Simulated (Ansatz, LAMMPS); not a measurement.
# Glassy 62SiO2-19Al2O3-19CaO (mol %) (118 atoms) under strain: runs compared

How stiff is glassy 62SiO2-19Al2O3-19CaO (mol %) (118 atoms), and how do its levels respond to strain?

Computed with Ansatz 0.2.0: Kohn-Sham DFT, PBEsol, PAW (set soft_2), plane waves.

### 1. The cell as built

The cell holds 118 atoms: 23 Si, 14 Al, 7 Ca and 74 O. Cell: a = 11.518 Å, b = 11.518 Å, c = 11.518 Å, α = 90.0°, β = 90.0°, γ = 90.0°. 118 atoms (23 Si, 14 Al, 7 Ca, 74 O) placed at random at 2.57 g/cm³, melted at 4000 K for 10 ps at fixed volume with the Morse and Coulomb pair potential with partial charges (Pedone, Malavasi, Menziani, Cormack and Segre, J. Phys. Chem. B 110, 11780 (2006)). Quenched from 4000 K to 300 K at 50 K/ps and fixed volume, held 10 ps at zero pressure, then minimised at fixed cell.

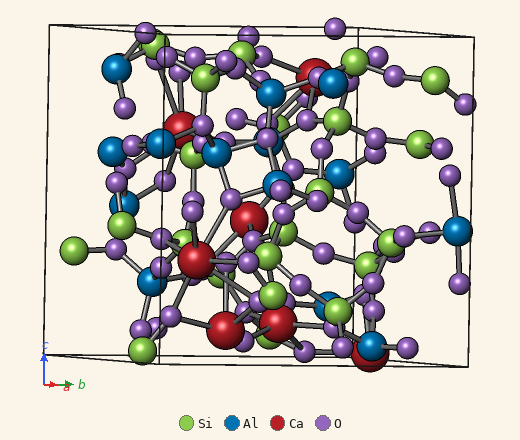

The cell as built. Bonds to atoms that aren't drawn are left out. Some periodic images of atoms are drawn too.

Limits known from the start: The quench rate of 50 K/ps far exceeds what a furnace or splat quench reaches, so expect more defects and frozen-in strain than in a real sample. The network of bonds at the start is that of the classical potential that made the cell, and needn't be the one that DFT or experiment would give. Only the Γ point is sampled.

### 2. The reference run

The reference is a single point at the end of the relaxation.

Every strained cell starts from the geometry of this run, and its atoms are relaxed with the cell held.

Its input, with most atom lines left out:

```yaml
crystal:
  lattice:
    - [11.58625, 0.02038, 0.03795]
    - [0.02038, 11.40431, -0.24351]
    - [0.03795, -0.24351, 11.61409]
  atoms:
    - { symbol: Si, position: [0.03941, 0.31526, 0.93988] }
    - { symbol: Si, position: [0.66642, 0.69582, 0.15574] }
    - { symbol: Si, position: [0.6037, 0.96653, 0.66667] }
    - { symbol: Si, position: [0.29251, 0.23393, 0.95247] }
    - { symbol: Si, position: [0.34454, 0.64178, 0.38349] }
    - { symbol: Si, position: [0.70556, 0.62131, 0.50738] }
    - { symbol: Si, position: [0.77007, 0.69798, 0.91077] }
    [... atom lines 8 to 118 left out ...]
kpoints:
  mp_grid: { grid: [1, 1, 1] }
hamiltonian:
  xc: pbesol
scf:
  occupations: { method: gaussian, width: 0.05 }
output:
  forces: true
  stress: true
  populations: true
  dos:
    method: { smearing: { sigma: 0.15 } }
    de: 0.1
    projected: { site_lists: { Al: [Al], Ca: [Ca], O: [O], Si: [Si] } }
  eigenvalues: true
  write_density: true
  write_potential: true
  volumetric_format: npy
  elf: true
```

| Property | Result |
| --- | --- |
| free energy per atom | -642.7629 eV/atom |
| r.m.s. force component | 0.00406 eV/Å |
| pressure | 0.0002438 GPa |

Filled and empty levels are parted by 3.33 eV (at Γ alone); a semilocal functional tends to put such gaps too low. In a disordered cell it changes from sample to sample, and tail or defect levels can set it.

### 3. The runs

Each row is one run, on 4 threads of Intel Xeon Platinum 8375C at 2.90GHz (Ice Lake), shared host. The free energy is the program's total, comparable only between runs with the same functional, potentials and atoms.

```
                                 run  atoms    outcome  ionic steps, all passes  free energy (eV)     time  host memory (GiB)
           Single point at the start    118  converged                        -        -75841.010     13 s                2.4
              Cell and atoms relaxed    118  converged                       17        -75846.025  3.1 min                2.4
Single point at the relaxed geometry    118  converged                        -        -75846.025     21 s                2.4
                         Volume -3 %    118  converged                        8        -75845.753  1.8 min                2.4
                         Volume +3 %    118  converged                        8        -75845.774  1.8 min                2.5
                         Volume -6 %    118  converged                       10        -75844.879  2.1 min                2.3
                         Volume +6 %    118  converged                       11        -75845.065  2.6 min                2.5
                        Volume -10 %    118  converged                       13        -75842.688  2.6 min                2.2
            Stretched by 1 % along x    118  converged                        7        -75845.976     91 s                2.4
           Compressed by 1 % along x    118  converged                        5        -75845.961     62 s                2.4
                Sheared by 2 % in xy    118  converged                        5        -75845.946     66 s                2.4
```

In some runs the program notes that the SCF threshold is loose for the stress.

### 4. Pressure against volume

Atoms are relaxed at each volume, in the scaled cell.

```
volume change (%)  volume (Å³/atom)  energy change (meV/atom)  pressure (GPa)  largest move on relaxing (Å)  bonds  gap (eV)
              -10            11.699                     28.28            7.33                          0.51    195                3.65
               -6            12.219                      9.72            4.15                          0.26    194                3.51
               -3            12.609                      2.31            1.93                          0.15    192                3.42
               +0            12.999                      0.00            0.00                             -    189                3.33
               +3            13.389                      2.13           -1.73                          0.12    187                3.25
               +6            13.779                      8.14           -3.22                          0.25    186                3.19
```

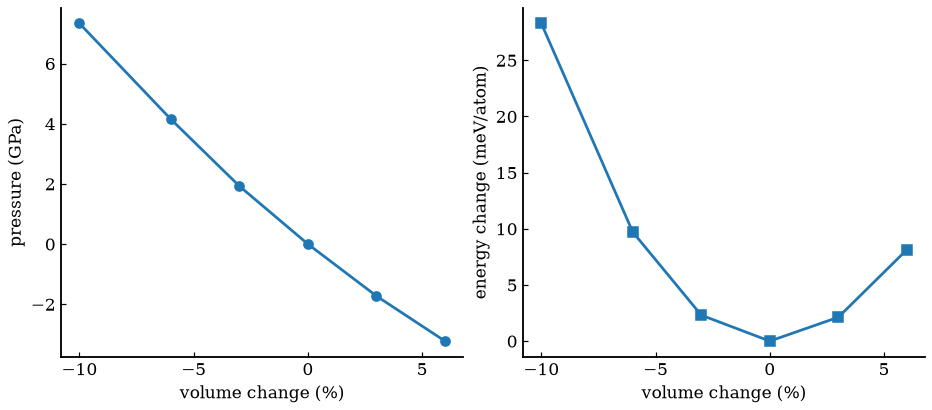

Pressure and energy against volume.

### 5. Uniaxial strain and shear

Stress (GPa, compression positive) less that of the relaxed cell, atoms relaxed:

| strain | xx | yy | zz | xy | energy change (meV/atom) |
| --- | --- | --- | --- | --- | --- |
| stretched by 1 % along x | -1.020 | -0.417 | -0.317 | -0.027 | 0.42 |
| compressed by 1 % along x | 1.182 | 0.519 | 0.376 | 0.032 | 0.55 |
| sheared by 2 % in xy | -0.052 | -0.087 | 0.005 | -0.862 | 0.67 |

### 6. What came out

The bulk modulus, from the slope of pressure against ln V over the three points nearest the relaxed volume, is 60.9 GPa; a quadratic over all points gives a pressure derivative of about 2.8. The count of bonds runs from 186 to 195 over the series, so at some points contacts cross the cutoffs. At -10 % some atom moved by over 0.5 Å on relaxing, so that point may sit in another local minimum. The gap goes from 3.65 eV at the smallest volume to 3.19 eV at the largest, -2.8 eV per unit of ln V by a straight line, on the run's k-points. In the Cartesian axes of the cell, finite differences give C11 = 110, C12 = 46.8, C13 = 34.7 and C66 = 43.1 GPa (the shear of 2 % is the engineering strain, εxy = 0.01). The mean of C11, C12 and C13, which equals the bulk modulus in a cubic or isotropic solid, is 63.9 GPa: it agrees with the bulk modulus within 10 %. For an isotropic solid C66 would equal (C11 − C12)/2 = 31.6 GPa; so small a sample needn't be isotropic, and C66 rests on one shear. The two differ too much for isotropic moduli to be formed.

Caveats: Strains are finite and relaxations stop at the force tolerance of the input, which can leave moduli too stiff; they are those of a static cell at zero temperature. Volumes are changed with the cell's shape held, so in an anisotropic solid the modulus lies over the one under free hydrostatic load. The program notes that the SCF threshold of the relaxations is loose for the stress.

The DFT runs together took 18 min of wall time.

[Logs are printed without paths, hosts, clocks, repeated set-up lines and the standing remarks that a program may print on its own settings, such as how far it seeks lower states.]

[Hosts, paths, dates, database ids (printed as entryN), source tags and the programs' standing remarks are cut or masked in the printed files.]
